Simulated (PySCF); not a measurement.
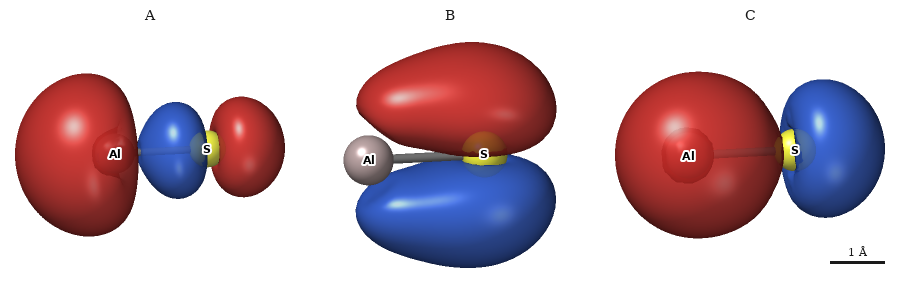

The picture shows: AlS (doublet). Three frontier β-spin orbitals, each drawn at the value that holds 80 % of its norm (red and blue are the two phases), in no order; of a degenerate pair one member is drawn.

The calculation used PySCF 2.14.0, PBE0/def2-TZVP, non-relativistic Hamiltonian with scalar-relativistic core potentials where named, at a bond length of 2.039 Å.

Name the orbitals and rank them from lowest to highest energy.

Orbital C: σ, occupied in this spin, −9.36 eV; shared between the atoms (Al 45 %, S 55 %).
Orbital B: π, occupied in this spin, −7.11 eV; mainly on S (80 %).
Orbital A: σ, empty in this spin, −4.29 eV; shared between the atoms (Al 70 %, S 30 %).
